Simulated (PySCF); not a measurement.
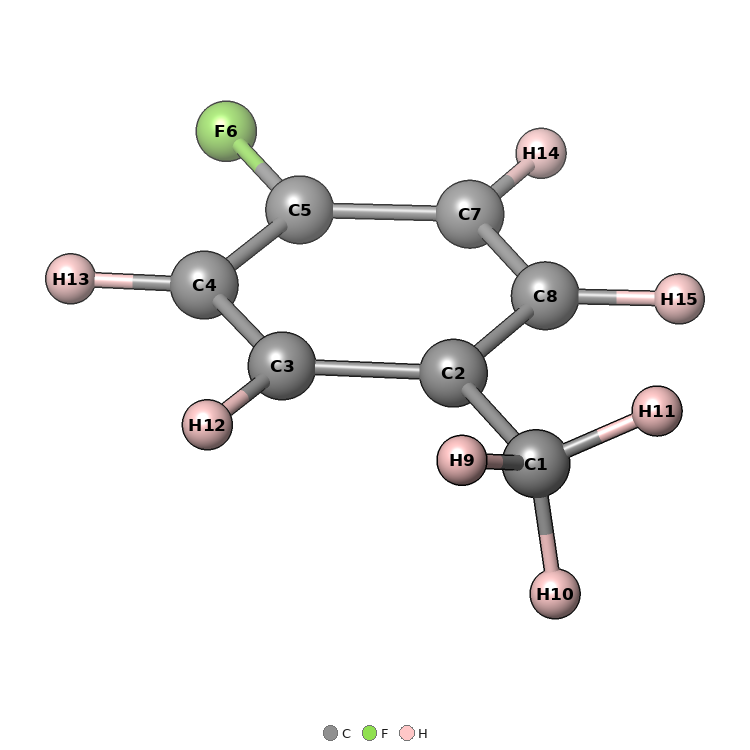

Atoms fade into the background with distance from the viewer. The computed structure is the end point of a PBE0-D3(BJ)/def2-SVP optimisation. No frequency run is at hand to confirm it as a minimum.

What is the conformation of the ring C2–C3–C4–C5–C7–C8?

Answer. It is planar. The Cremer–Pople amplitude Q is 0.00 Å.

Give the torsion angles round the ring, beginning with the bond from its second to its third atom.

Answer. 0°, 0°, 0°, 0°, 0°, 0°.
